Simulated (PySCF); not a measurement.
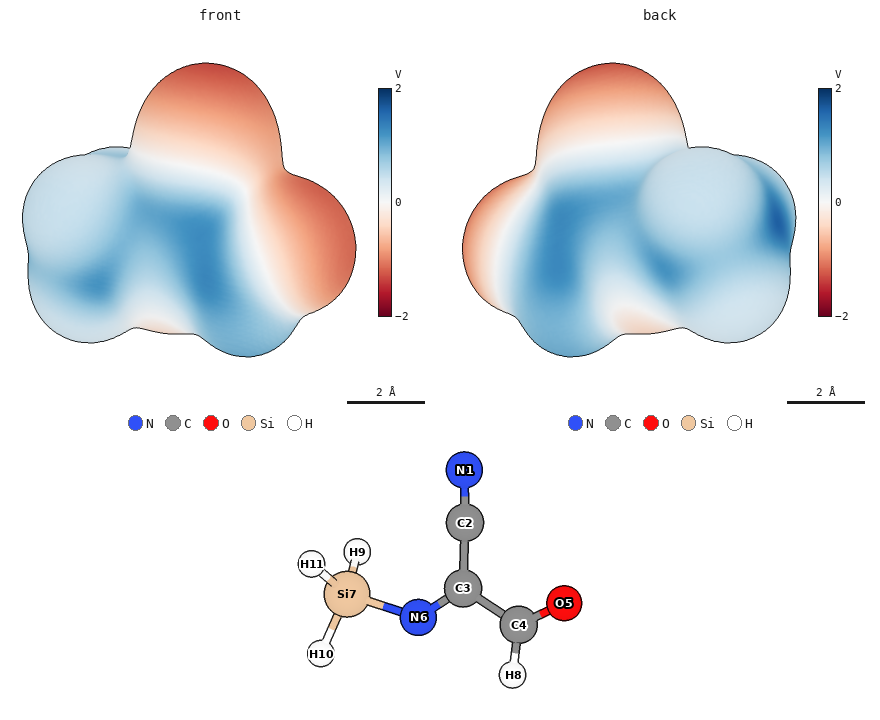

C3H4N2OSi. The molecular electrostatic potential painted on the density surface at 0.001 e/bohr³, seen from the front and from behind; red is negative and blue positive. The bare structure is drawn below in the same view.

Geometry: GFN2-xTB.

These are results of PySCF, CAM-B3LYP/def2-SVPD, SCF density, gas phase, not measurements.

```xyz
11

N     0.3590    0.9094   -2.5340
C     0.5581    0.5411   -1.4677
C     0.7421    0.0751   -0.1272
C     2.1565   -0.0415    0.3689
O     3.1357    0.2223   -0.2663
N    -0.1943   -0.2401    0.6561
Si   -1.9254   -0.2554    0.4950
H     2.1878   -0.4076    1.4108
H    -2.2975   -1.1646   -0.5861
H    -2.3253   -0.7360    1.8114
H    -2.3913    1.1001    0.2131
```

> Where is the surface potential most negative and most positive?

The most negative region (about −1.3 V) lies over N1, the most positive (about +1.5 V) over Si7. N1 is the likeliest acceptor of a hydrogen bond.
